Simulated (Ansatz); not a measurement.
# SnO (tin(ii) oxide) at CCSD(T)/def2-TZVPPD (core potential)

What is the vertical singlet–triplet gap of SnO (tin(ii) oxide) at CCSD(T)/def2-TZVPPD (core potential)? 

The calculation is run with Ansatz 0.2.0.

47 further runs of the same task are left out: 1 that didn't finish, 46 set aside as unsound or not needed.

**1. Starting point**

The species is SnO (2 atoms), meant as a singlet with charge 0. As SMILES, `[O]=[Sn]`. Geometry: relaxed at PBE0-D4/def2-TZVP.

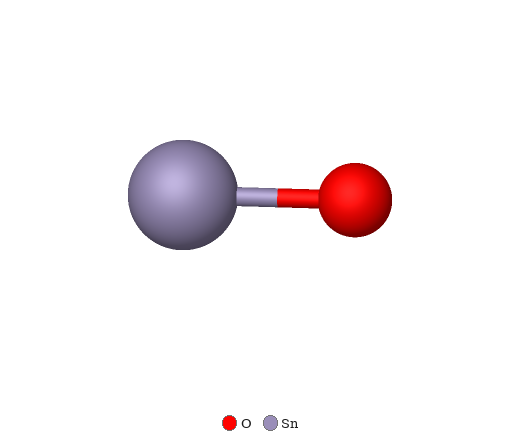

Viewed from a chosen angle; oxygen red, tin purple.

**2. A single-point energy at CCSD(T)/def2-TZVPPD (core potential)**

Input file job.yaml:

```yaml
crystal:
  periodic: [false, false, false]
  atoms:
    - {symbol: O, position_ang: [-0.000000, 0.000000, -0.007080]}
    - {symbol: Sn, position_ang: [0.000000, -0.000000, 1.810660]}
basis:
  gaussian:
    orbitals: def2-TZVPPD.json
accuracy: high
scf:
  omitted_lower_state_checks: [cluster_reference, increment]
correlation:
  method: ccsd_t
  frozen_orbitals: {O: 1, Sn: 4}
```

The basis set def2-TZVPPD is read from a file made from the Basis Set Exchange's data (not shown).

Started as:

```console
$ ansatz run job.yaml --threads 1 --pin off --max-ram 3480MiB --events-out events.jsonl --progress --plain --runs-dir runs
```

The log of the run:

```text
Warning: RAYON_NUM_THREADS=1 ignored (pool sized by the plan → 1); use --threads N
Functional definition: HF
  name "HF"
  exchange = exact_x
  correlation = 0
these checks for a lower state are left out or cut short: cluster_reference, increment
1538 factors; integrals over basis functions are off by at most 3.3e-9 eV
mean field evaluation 1: about -7835.6436 eV, gradient 5.8e1 eV
mean field evaluation 2: about -7835.6477 eV, gradient 5.8e1 eV
mean field evaluation 4: about -7842.7403 eV, gradient 6.0e0 eV
mean field evaluation 8: about -7842.8709 eV, gradient 1.7e-1 eV
mean field -7842.87125261 eV, -288.2202024443 hartree, gradient 8.0e-8 eV, S^2 0.000000; 0 other end points of the search recorded, 0 dependent functions left out
5 core orbitals not correlated: weight in the atoms' cores, before any rotation towards them, 1.000 or more for the frozen orbitals, at most 0.000 for the correlated occupied ones
reference -7842.87125261 eV, -288.2202024443 hartree; 10, 10 occupied and 81, 81 virtual orbitals, 1538 factors
second order -15.54156200 eV of doubles, -0.00000000 eV of singles
cycle   1  -13.88779413 eV  change     1.7e0 eV  update   2.3e-1
cycle   2  -14.59787265 eV  change   -7.1e-1 eV  update   1.6e-1
cycle   3  -14.79308903 eV  change   -2.0e-1 eV  update   4.8e-2
cycle   4  -14.78674121 eV  change    6.3e-3 eV  update   2.4e-2
cycle   5  -14.77678598 eV  change    1.0e-2 eV  update   7.4e-3
cycle   6  -14.78084501 eV  change   -4.1e-3 eV  update   3.4e-3
cycle   7  -14.78040343 eV  change    4.4e-4 eV  update   1.2e-3
cycle   8  -14.77950568 eV  change    9.0e-4 eV  update   4.6e-4
cycle   9  -14.77962216 eV  change   -1.2e-4 eV  update   1.8e-4
cycle  10  -14.77970413 eV  change   -8.2e-5 eV  update   7.0e-5
cycle  11  -14.77963058 eV  change    7.4e-5 eV  update   3.4e-5
cycle  12  -14.77960998 eV  change    2.1e-5 eV  update   1.5e-5
cycle  13  -14.77963798 eV  change   -2.8e-5 eV  update   3.9e-6
cycle  14  -14.77963343 eV  change    4.5e-6 eV  update   1.4e-6
cycle  15  -14.77963428 eV  change   -8.5e-7 eV  update   7.1e-7
cycle  16  -14.77963557 eV  change   -1.3e-6 eV  update   2.3e-7
cycle  17  -14.77963535 eV  change    2.2e-7 eV  update   1.2e-7
cycle  18  -14.77963529 eV  change    5.9e-8 eV  update   5.4e-8
cycle  19  -14.77963501 eV  change    2.8e-7 eV  update   1.3e-7
cycle  20  -14.77963500 eV  change    4.8e-9 eV  update   5.3e-8
cycle  21  -14.77963499 eV  change    1.1e-8 eV  update   2.8e-8
cycle  22  -14.77963497 eV  change    2.2e-8 eV  update   1.1e-8
cycle  23  -14.77963497 eV  change    2.5e-9 eV  update   5.0e-9
cycle  24  -14.77963497 eV  change    3.2e-9 eV  update   1.8e-9
cycle  25  -14.77963497 eV  change   4.9e-10 eV  update  8.2e-10
perturbative correction -0.75298104 eV, -0.0276715430 hartree
Total energy: -7858.40386862 eV, -288.7910155543 hartree
Checks for a lower state left out: cluster_reference, increment
```

Run time: 12 s. Hardware: 1 thread of Arm Neoverse V1, shared host; peak memory 0.48 GiB.

**3. The triplet at the same level**

Input file molecule.yaml:

```yaml
crystal:
  periodic: [false, false, false]
  atoms:
    - {symbol: O, position_ang: [-0.000000, 0.000000, -0.007080]}
    - {symbol: Sn, position_ang: [0.000000, -0.000000, 1.810660]}
basis:
  gaussian:
    orbitals: def2-TZVPPD.json
correlation:
  method: ccsd_t
  frozen_orbitals: {O: 1, Sn: 4}
scf:
  omitted_lower_state_checks: [cluster_reference, increment]
magnetization:
  spin_polarized: true
  initial_magnetization: 2
accuracy: high
```

The basis set def2-TZVPPD is read from a file made from the Basis Set Exchange's data (not shown).

Started as:

```console
$ ansatz run molecule.yaml --threads 1 --pin off --max-ram 3480MiB --events-out events.jsonl --progress --plain --runs-dir runs
```

The log of the run:

```text
Warning: RAYON_NUM_THREADS=1 ignored (pool sized by the plan → 1); use --threads N
Functional definition: HF
  name "HF"
  exchange = exact_x
  correlation = 0
these checks for a lower state are left out or cut short: cluster_reference, increment
1538 factors; integrals over basis functions are off by at most 3.3e-9 eV
mean field evaluation 1: about -7836.1857 eV, gradient 3.2e1 eV
mean field evaluation 2: about -7836.1906 eV, gradient 3.2e1 eV
mean field evaluation 4: about -7840.8048 eV, gradient 3.5e0 eV
mean field evaluation 8: about -7841.2096 eV, gradient 3.8e-1 eV
mean field evaluation 16: about -7841.2171 eV, gradient 6.9e-8 eV
mean field evaluation 32: about -7841.8965 eV, gradient 1.2e-8 eV
mean field evaluation 64: about -7841.6422 eV, gradient 1.9e-4 eV
mean field evaluation 96: about -7841.6422 eV, gradient 1.9e-4 eV
mean field evaluation 128: about -7841.8511 eV, gradient 8.5e-1 eV
mean field evaluation 160: about -7840.7865 eV, gradient 4.3e0 eV
mean field evaluation 192: about -7841.2041 eV, gradient 3.8e-1 eV
mean field -7841.89652122 eV, -288.1843817264 hartree, gradient 5.2e-9 eV, S^2 2.031229; 17 other end points of the search recorded, 0 dependent functions left out
5 core orbitals not correlated: weight in the atoms' cores, before any rotation towards them, 1.000 or more for the frozen orbitals, at most 0.000 for the correlated occupied ones
reference -7841.89652122 eV, -288.1843817264 hartree; 11, 9 occupied and 80, 82 virtual orbitals, 1538 factors
second order -12.67848860 eV of doubles, -0.00000000 eV of singles
cycle   1  -12.49323562 eV  change    1.9e-1 eV  update   9.2e-2
cycle   2  -12.79405544 eV  change   -3.0e-1 eV  update   3.0e-2
cycle   3  -12.87279416 eV  change   -7.9e-2 eV  update   1.9e-2
cycle   4  -12.87058823 eV  change    2.2e-3 eV  update   6.9e-3
cycle   5  -12.86965685 eV  change    9.3e-4 eV  update   4.0e-3
cycle   6  -12.87266024 eV  change   -3.0e-3 eV  update   2.1e-3
cycle   7  -12.87367181 eV  change   -1.0e-3 eV  update   1.3e-3
cycle   8  -12.87375526 eV  change   -8.3e-5 eV  update   7.3e-4
cycle   9  -12.87392928 eV  change   -1.7e-4 eV  update   3.8e-4
cycle  10  -12.87382690 eV  change    1.0e-4 eV  update   1.8e-4
cycle  11  -12.87386483 eV  change   -3.8e-5 eV  update   8.6e-5
cycle  12  -12.87388757 eV  change   -2.3e-5 eV  update   4.0e-5
cycle  13  -12.87388814 eV  change   -5.7e-7 eV  update   1.9e-5
cycle  14  -12.87388888 eV  change   -7.5e-7 eV  update   9.1e-6
cycle  15  -12.87388879 eV  change    9.9e-8 eV  update   3.6e-6
cycle  16  -12.87388788 eV  change    9.0e-7 eV  update   1.8e-6
cycle  17  -12.87388770 eV  change    1.8e-7 eV  update   9.0e-7
cycle  18  -12.87388778 eV  change   -7.9e-8 eV  update   5.2e-7
cycle  19  -12.87388792 eV  change   -1.4e-7 eV  update   2.8e-7
cycle  20  -12.87388799 eV  change   -7.3e-8 eV  update   1.7e-7
cycle  21  -12.87388807 eV  change   -8.3e-8 eV  update   1.1e-7
cycle  22  -12.87388811 eV  change   -4.2e-8 eV  update   7.3e-8
cycle  23  -12.87388811 eV  change    6.1e-9 eV  update   4.8e-8
cycle  24  -12.87388809 eV  change    1.4e-8 eV  update   3.1e-8
cycle  25  -12.87388800 eV  change    9.7e-8 eV  update   7.0e-8
cycle  26  -12.87388799 eV  change    6.5e-9 eV  update   1.9e-8
cycle  27  -12.87388799 eV  change   5.1e-10 eV  update   6.7e-9
cycle  28  -12.87388799 eV  change   -1.3e-9 eV  update   3.4e-9
cycle  29  -12.87388799 eV  change  -1.6e-10 eV  update   1.4e-9
perturbative correction -0.38805676 eV, -0.0142608229 hartree
Total energy: -7855.15846597 eV, -288.6717492068 hartree
Checks for a lower state left out: cluster_reference, increment
```

It took 52 s on 1 thread of Arm Neoverse V1, shared host; peak memory 0.93 GiB.

**4. Results**

At CCSD(T)/def2-TZVPPD (core potential), 5 core orbitals frozen:

| quantity | value |
| --- | --- |
| singlet: total energy | -288.79102 Eh |
| singlet: correlation energy (5 core orbitals frozen) | -570.8 mEh |
| singlet: (T) correction | -27.67 mEh |
| singlet: T1 diagnostic | 0.032 |
| triplet: total energy | -288.67175 Eh |
| triplet: correlation energy (5 core orbitals frozen) | -487.4 mEh |
| triplet: (T) correction | -14.26 mEh |
| triplet: ⟨S²⟩ of the reference determinant | 2.031 |
| triplet: T1 diagnostic | 0.018 |
| vertical energy of the triplet above the singlet | 3.245 eV |

In words: At this shape the triplet lies 3.25 eV (75 kcal/mol) above the singlet. The T1 diagnostic (singlet) of 0.032 is above the customary mark for such species, so a single reference may not serve. The triples (singlet) make up 4.8 % of the correlation energy. The triples (triplet) make up 2.9 % of the correlation energy.
